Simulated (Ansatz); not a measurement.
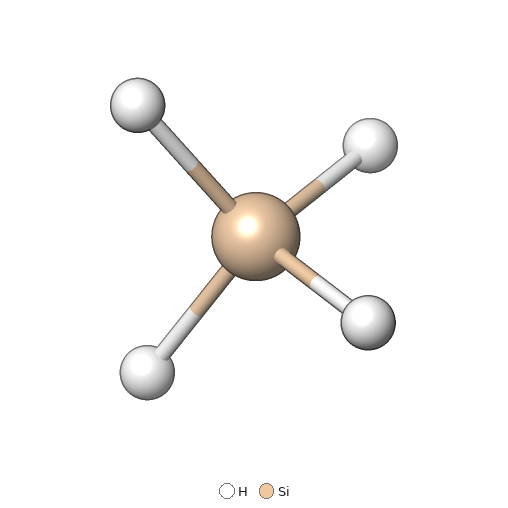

A ball-and-stick model of a molecule.

Computed geometry: PBE0-D4/def2-TZVP optimisation.

Question: Count the atoms of each element.

Answer: SiH₄, 5 atoms: 1 silicon and 4 hydrogen.

Question: What is the point group of this geometry?

Answer: Td.

Question: Count the bonded pairs by element.

Answer: 4 Si–H. Sticks follow a distance rule.

Question: How many sets of symmetry-equivalent atoms are there?

Answer: 2: 4 H, 1 Si.

The parts below concern this one geometry. Atoms keep their numbers from picture to picture.

Geometry

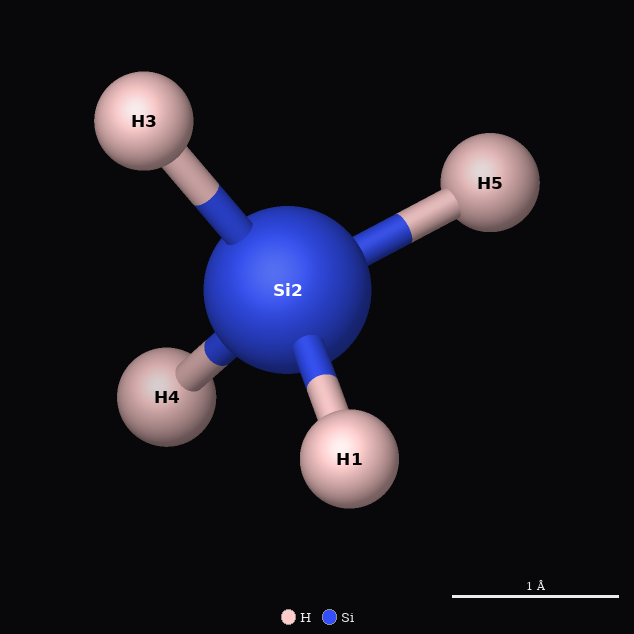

Atoms carry their numbers in the input.

List the bonds and their lengths.

| bond | length (Å) |
| --- | --- |
| H1–Si2 | 1.485 |
| Si2–H3 | 1.485 |
| Si2–H4 | 1.485 |
| Si2–H5 | 1.485 |

Vibrations

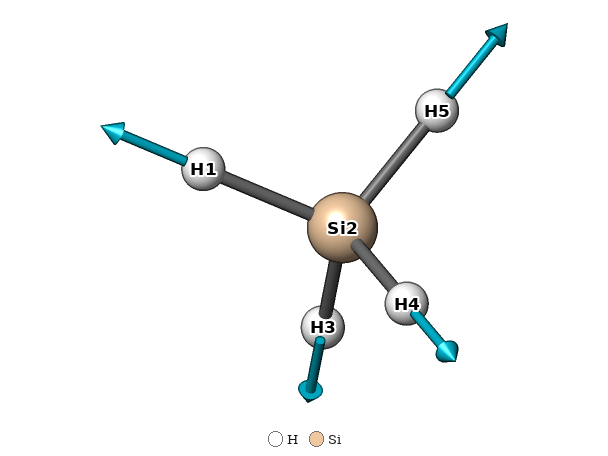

The arrows show one normal mode. Harmonic vibrations computed with RKS PBE0-D4/def2-TZVP (Ansatz 0.2.0) at a stationary point of the same level.

Question: What kind of motion is it?

Answer: Mostly in-phase stretching of 4 Si–H bonds.

Question: Estimate its harmonic wavenumber.

Answer: 2236 cm⁻¹; it is mode 6 of 9 counted from the lowest.

Electronic properties

Level of theory: RKS PBE0-D4/def2-TZVPP (Ansatz 0.2.0).

Question: Give the LUMO energy (Kohn–Sham orbital) at this level.

Answer: 1.06 eV.

Question: Estimate the HOMO energy (Kohn–Sham orbital).

Answer: −9.86 eV.

Charges

The questions are on Mulliken charges. Method: RKS PBE0-D4/def2-TZVP (Ansatz 0.2.0).

List the Mulliken charges.

```csv
atom,value (e)
H1,−0.02
Si2,0.07
H3,−0.02
H4,−0.02
H5,−0.02
```

Thermal motion

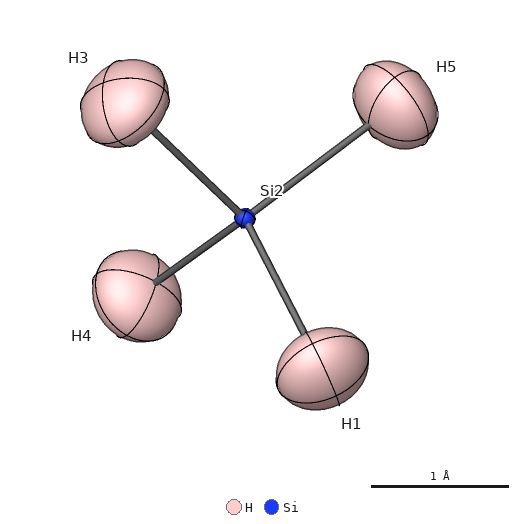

Displacement ellipsoids at the 50 % level, enlarged 2 times, from the internal vibrations of the free molecule (harmonic, no overall translation or rotation; no half-axis is drawn under 0.075 Å). Vibrations computed with RKS PBE0-D4/def2-TZVP (Ansatz 0.2.0). Temperature: 600 K.

Question: Which atom moves most?

Answer: H1, H3, H4, H5, with U_eq = 0.0112 Å².

Question: Does H3 move more along its bond or across it?

Answer: Across it: the root-mean-square amplitude is 0.085 Å along the bond and up to 0.115 Å across, since bending and torsion are softer than stretching.

List U_eq and the three principal root-mean-square amplitudes for each kind of atom.

```tsv
atom	U_eq (Å²)	rms amplitudes (Å)
H1, H3, H4, H5	0.0112	0.085, 0.115, 0.115
Si2	0.00008	0.009, 0.009, 0.009
```

Mulliken values depend strongly on the basis set and can even reverse the polarity of a bond.
